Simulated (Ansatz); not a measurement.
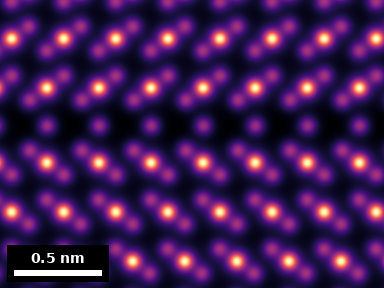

Integrated-DPC-like image of LiAuO4 (P4/mmm, No. 123) along [111]. Simulated as the projected potential of neutral atoms (B = 0.3 Å²) blurred by a 0.52 Å probe, the thin-sample limit of integrated differential phase contrast. The display is stretched by a gamma of 0.8; percentages refer to the linear signal.

One planar defect was built into the perfect crystal by geometry alone, without relaxation. Host structure: coordinates from a relaxation with DFT PBEsol, scalar-relativistic, plane waves, PAW (Ansatz); the starting structure was generated, so it need not be a known form of this composition.

**Where does the periodic pattern break, and how?**

A twin boundary runs horizontally about 7 Å below the top edge. The part above it is the mirror image of the part below, so slanted rows of columns change direction there; the row on the boundary belongs to both.
